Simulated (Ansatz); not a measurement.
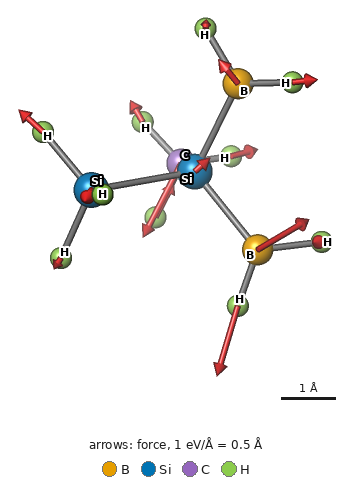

Starting geometry of CH10B2Si2 (coarse preliminary run) with the computed forces as red arrows. A ball-and-stick model, seen at a tilt.

The start comes from a force field.

Computed with RKS PBE-D4/def2-SVP (Ansatz).

Input file:
```yaml
crystal:
  periodic: [false, false, false]
  atoms:
    - {symbol: B, position_ang: [1.214200, 1.650800, 0.184800]}
    - {symbol: Si, position_ang: [0.132700, 0.049600, 0.155600]}
    - {symbol: B, position_ang: [-0.040000, -0.643900, 1.945900]}
    - {symbol: C, position_ang: [1.054800, -1.193600, -0.938700]}
    - {symbol: Si, position_ang: [-1.904100, 0.463200, -0.656400]}
    - {symbol: H, position_ang: [1.597800, 2.128800, 1.188300]}
    - {symbol: H, position_ang: [1.386400, 2.280100, -0.831900]}
    - {symbol: H, position_ang: [-0.770900, -1.471900, 2.151600]}
    - {symbol: H, position_ang: [0.980000, -0.669100, 2.654500]}
    - {symbol: H, position_ang: [1.061200, -0.803200, -1.943400]}
    - {symbol: H, position_ang: [0.377400, -2.141300, -0.925400]}
    - {symbol: H, position_ang: [2.015800, -1.406300, -0.524900]}
    - {symbol: H, position_ang: [-2.618800, 1.487500, 0.205700]}
    - {symbol: H, position_ang: [-1.821300, 1.009700, -1.989100]}
    - {symbol: H, position_ang: [-2.687200, -0.791200, -0.647100]}
basis:
  gaussian: {orbitals: def2-SVP}
hamiltonian: {xc: pbe, dispersion: d4}
relax: {f_tol: 0.03, max_steps: 200}
```

Launched with:
```bash
ansatz run in.yaml --threads 4 --pin off --events-out ev --progress --plain --max-ram 10444MiB
```

Is this structure relaxed? If not, where do the atoms go?

Answer. It isn't relaxed: the largest force vector, on C4, is 3.19 eV/Å. The final displacements have little in common with the starting forces (cosine between the two patterns −0.16). The largest move after the best rigid fit is that of H9, 2.19 Å. By element the largest moves are H 2.19 Å, B 0.98 Å, Si 0.91 Å, C 0.43 Å. Near-neighbour distances that change, for instance: B1–H14 3.788 → 1.318 Å, B1–Si5 3.441 → 2.186 Å, B3–Si5 3.387 → 2.283 Å, Si5–H14 1.443 → 1.728 Å. New bonds form: B1–H14 (3.79 → 1.32 Å). Bond angles that change, for instance: B1–Si2–Si5 111.3° → 58.6°, B3–Si2–Si5 108.8° → 63.1°, Si2–Si5–H13 110.4° → 139.6°. After 41 accepted moves (46 points after the start) the energy has fallen by 42.2 kcal/mol. Largest force component: 2.7 eV/Å at the start, 0.024 eV/Å at the end. The line search rejected the trial steps at points 15, 26, 32, 35, 38 of the run. The forces were under the threshold at step 39, but the run went on from there. Cost: 74 s on 4 threads of Arm Neoverse V1, on a shared host.
